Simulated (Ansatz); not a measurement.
# GeSiH3ClO (SMILES [SiH3][O][Ge][Cl]) at BCCD(T)/cc-pVDZ

What is the energy change on altering one bond length of GeSiH3ClO at BCCD(T)/cc-pVDZ? 

The results are computed with Ansatz 0.2.0.

125 further runs of the same task are left out: 125 set aside as unsound or not needed.

## (1) Starting point

GeSiH3ClO has 7 atoms, charge 0, and is taken as a singlet. SMILES: `[SiH3][O][Ge][Cl]`. Geometry: relaxed at PBE0-D4/def2-TZVP. This is one conformer, not always the lowest.

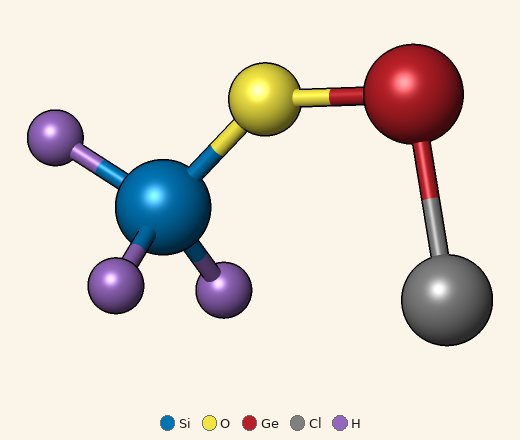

The structure, seen from a chosen angle (silicon blue, oxygen yellow, germanium red, chlorine grey, hydrogen purple).

## (2) A single-point energy at BCCD(T)/cc-pVDZ

The input, job.yaml:

```yaml
crystal:
  periodic: [false, false, false]
  atoms:
    - {symbol: Si, position_ang: [0.184400, 0.664200, -0.614200]}
    - {symbol: O, position_ang: [0.434500, -0.959500, -0.413800]}
    - {symbol: Ge, position_ang: [0.076600, -2.215900, 0.776900]}
    - {symbol: Cl, position_ang: [-0.991800, -0.995100, 2.277600]}
    - {symbol: H, position_ang: [0.795900, 1.045400, -1.911300]}
    - {symbol: H, position_ang: [-1.268900, 0.965100, -0.643300]}
    - {symbol: H, position_ang: [0.830700, 1.427800, 0.482400]}
basis:
  gaussian:
    orbitals: cc-pVDZ
accuracy: high
scf:
  omitted_lower_state_checks: [cluster_reference, increment]
correlation:
  method: bccd_t
  frozen_orbitals: {Cl: 5, Ge: 9, H: 0, O: 1, Si: 5}
```

Run with:

```bash
ansatz run job.yaml --threads 1 --pin off --max-ram 3480MiB --events-out events.jsonl --progress --plain --runs-dir runs
```

What it wrote:

```text
Warning: RAYON_NUM_THREADS=1 ignored (pool sized by the plan → 1); use --threads N
Functional definition: HF
  name "HF"
  exchange = exact_x
  correlation = 0
these checks for a lower state are left out or cut short: cluster_reference, increment
2087 factors; integrals over basis functions are off by at most 4.4e-9 eV
mean field evaluation 1: about -78923.2883 eV, gradient 3.6e1 eV
mean field evaluation 2: about -78923.3100 eV, gradient 3.6e1 eV
mean field evaluation 4: about -78926.2613 eV, gradient 3.0e0 eV
mean field evaluation 8: about -78926.3028 eV, gradient 4.1e-4 eV
mean field -78926.30275474 eV, -2900.4881280671 hartree, gradient 2.7e-8 eV, S^2 0.000000; 0 other end points of the search recorded, 0 dependent functions left out
20 core orbitals not correlated: weight in the atoms' cores, before any rotation towards them, 1.000 or more for the frozen orbitals, at most 0.000 for the correlated occupied ones
reference -78926.30275474 eV, -2900.4881280671 hartree; 17, 17 occupied and 55, 55 virtual orbitals, 2087 factors
second order -13.88464212 eV of doubles, -0.00000000 eV of singles
cycle   1  -14.47359736 eV  change   -5.9e-1 eV  update   1.1e-1
cycle   2  -14.88968388 eV  change   -4.2e-1 eV  update   3.9e-2
cycle   3  -15.01860527 eV  change   -1.3e-1 eV  update   2.4e-2
cycle   4  -15.00932502 eV  change    9.3e-3 eV  update   6.6e-3
cycle   5  -14.99980759 eV  change    9.5e-3 eV  update   2.8e-3
cycle   6  -14.99954765 eV  change    2.6e-4 eV  update   1.1e-3
cycle   7  -14.99909425 eV  change    4.5e-4 eV  update   4.2e-4
cycle   8  -14.99895583 eV  change    1.4e-4 eV  update   1.2e-4
cycle   9  -14.99898778 eV  change   -3.2e-5 eV  update   4.1e-5
cycle  10  -14.99898854 eV  change   -7.6e-7 eV  update   1.7e-5
cycle  11  -14.99899238 eV  change   -3.8e-6 eV  update   6.4e-6
cycle  12  -14.99899509 eV  change   -2.7e-6 eV  update   2.7e-6
cycle  13  -14.99899551 eV  change   -4.1e-7 eV  update   9.8e-7
cycle  14  -14.99899628 eV  change   -7.7e-7 eV  update   4.1e-7
cycle  15  -14.99899627 eV  change    5.1e-9 eV  update   1.2e-7
cycle  16  -14.99899625 eV  change    2.5e-8 eV  update   6.5e-8
cycle  17  -14.99899622 eV  change    3.0e-8 eV  update   3.4e-8
cycle  18  -14.99899627 eV  change   -5.6e-8 eV  update   1.1e-7
cycle  19  -14.99899627 eV  change    4.9e-9 eV  update   2.7e-8
cycle  20  -14.99899627 eV  change   -2.6e-9 eV  update   8.8e-9
cycle  21  -14.99899627 eV  change  -5.7e-10 eV  update   3.1e-9
perturbative correction -0.45385229 eV, -0.0166787642 hartree
Total energy: -78941.75560330 eV, -2901.0560097775 hartree
Checks for a lower state left out: cluster_reference, increment
```

Run time: 35 s. Hardware: 1 thread of Arm Neoverse V1, shared host; peak memory 0.65 GiB.

## (3) The distorted shape, same level

The input, molecule.yaml:

```yaml
crystal:
  periodic: [false, false, false]
  atoms:
    - {symbol: Si, position_ang: [-0.549401, 0.206760, 0.942321]}
    - {symbol: O, position_ang: [-0.299301, -1.416940, 1.142721]}
    - {symbol: Ge, position_ang: [-0.657201, -2.673340, 2.333421]}
    - {symbol: Cl, position_ang: [-1.725601, -1.452540, 3.834121]}
    - {symbol: H, position_ang: [0.795900, 1.045400, -1.911300]}
    - {symbol: H, position_ang: [-2.002701, 0.507660, 0.913221]}
    - {symbol: H, position_ang: [0.096899, 0.970360, 2.038921]}
basis:
  gaussian:
    orbitals: cc-pVDZ
correlation:
  method: bccd_t
  frozen_orbitals: {Cl: 5, Ge: 9, H: 0, O: 1, Si: 5}
accuracy: high
scf:
  omitted_lower_state_checks: [cluster_reference, increment]
```

Run with:

```bash
ansatz run molecule.yaml --threads 1 --pin off --max-ram 3480MiB --events-out events.jsonl --progress --plain --runs-dir runs
```

What it wrote:

```text
Warning: RAYON_NUM_THREADS=1 ignored (pool sized by the plan → 1); use --threads N
[... 4 set-up lines as earlier in the session ...]
these checks for a lower state are left out or cut short: cluster_reference, increment
2039 factors; integrals over basis functions are off by at most 4.5e-9 eV
mean field evaluation 1: about -78917.5523 eV, gradient 3.5e1 eV
mean field evaluation 2: about -78917.5974 eV, gradient 3.5e1 eV
mean field evaluation 4: about -78920.9005 eV, gradient 3.3e0 eV
mean field evaluation 8: about -78920.9512 eV, gradient 4.5e-4 eV
mean field evaluation 16: about -78917.2775 eV, gradient 4.1e0 eV
mean field -78920.95117240 eV, -2900.2914610438 hartree, gradient 4.8e-8 eV, S^2 0.000000; 2 other end points of the search recorded, 0 dependent functions left out; unrestricted orbitals would lower it
20 core orbitals not correlated: weight in the atoms' cores, before any rotation towards them, 1.000 or more for the frozen orbitals, at most 0.000 for the correlated occupied ones
reference -78920.95117240 eV, -2900.2914610438 hartree; 17, 17 occupied and 55, 55 virtual orbitals, 2039 factors
second order -14.49530740 eV of doubles, -0.00000000 eV of singles
cycle   1  -15.05287273 eV  change    -1.5e0 eV  update   1.6e-1
cycle   2  -15.71726432 eV  change   -6.6e-1 eV  update   8.9e-2
cycle   3  -15.96104847 eV  change   -2.4e-1 eV  update   6.2e-2
cycle   4  -16.30673413 eV  change   -3.5e-1 eV  update   4.1e-2
cycle   5  -16.35398837 eV  change   -4.7e-2 eV  update   1.4e-2
cycle   6  -16.31884400 eV  change    3.5e-2 eV  update   4.4e-3
cycle   7  -16.33193985 eV  change   -1.3e-2 eV  update   2.0e-3
cycle   8  -16.33120265 eV  change    7.4e-4 eV  update   7.9e-4
cycle   9  -16.33201648 eV  change   -8.1e-4 eV  update   3.3e-4
cycle  10  -16.33076289 eV  change    1.3e-3 eV  update   2.1e-4
cycle  11  -16.33140264 eV  change   -6.4e-4 eV  update   9.8e-5
cycle  12  -16.33126607 eV  change    1.4e-4 eV  update   2.2e-5
cycle  13  -16.33127814 eV  change   -1.2e-5 eV  update   7.0e-6
cycle  14  -16.33128131 eV  change   -3.2e-6 eV  update   2.7e-6
cycle  15  -16.33128474 eV  change   -3.4e-6 eV  update   1.1e-6
cycle  16  -16.33128319 eV  change    1.5e-6 eV  update   4.7e-7
cycle  17  -16.33128293 eV  change    2.7e-7 eV  update   1.8e-7
cycle  18  -16.33128332 eV  change   -3.9e-7 eV  update   1.2e-7
cycle  19  -16.33128316 eV  change    1.6e-7 eV  update   8.3e-8
cycle  20  -16.33128207 eV  change    1.1e-6 eV  update   4.4e-7
cycle  21  -16.33128122 eV  change    8.5e-7 eV  update   2.3e-7
cycle  22  -16.33128081 eV  change    4.2e-7 eV  update   1.2e-7
cycle  23  -16.33128061 eV  change    2.0e-7 eV  update   5.0e-8
cycle  24  -16.33128052 eV  change    8.2e-8 eV  update   2.0e-8
cycle  25  -16.33128052 eV  change    2.9e-9 eV  update   6.5e-9
cycle  26  -16.33128053 eV  change   -4.7e-9 eV  update   3.0e-9
cycle  27  -16.33128053 eV  change   1.2e-10 eV  update   1.2e-9
perturbative correction -0.70621564 eV, -0.0259529461 hartree
WARN: these amplitudes may be one of several solutions (largest doubles amplitude 0.50, level shift 2.16 eV)
Total energy: -78937.98866857 eV, -2900.9175774795 hartree
Checks for a lower state left out: cluster_reference, increment
```

Run time: 41 s. Hardware: 1 thread of Arm Neoverse V1, shared host; peak memory 0.64 GiB.

## (4) Summary of results

At BCCD(T)/cc-pVDZ, 20 core orbitals frozen:

| quantity | value |
| --- | --- |
| first shape: total energy | -2901.05601 Eh |
| first shape: correlation energy (20 core orbitals frozen) | -567.9 mEh |
| first shape: (T) correction | -16.68 mEh |
| distorted shape: total energy | -2900.91758 Eh |
| distorted shape: correlation energy (20 core orbitals frozen) | -626.1 mEh |
| distorted shape: (T) correction | -25.95 mEh |
| energy change with the Si1–H5 bond stretched from 1.484 to 3.264 Å | 3.767 eV |

**Reading.** With the Si1–H5 bond stretched from 1.484 to 3.264 Å the energy rises by 3.77 eV (363 kJ/mol). The first shape isn't relaxed at this level, so the change isn't measured from a minimum. A restricted reference can't describe the breaking bond well at this length. The triples (first shape) make up 2.9 % of the correlation energy. The restricted solution (distorted shape) is unstable to spin breaking: an unrestricted one lies lower. The triples (distorted shape) make up 4.1 % of the correlation energy.
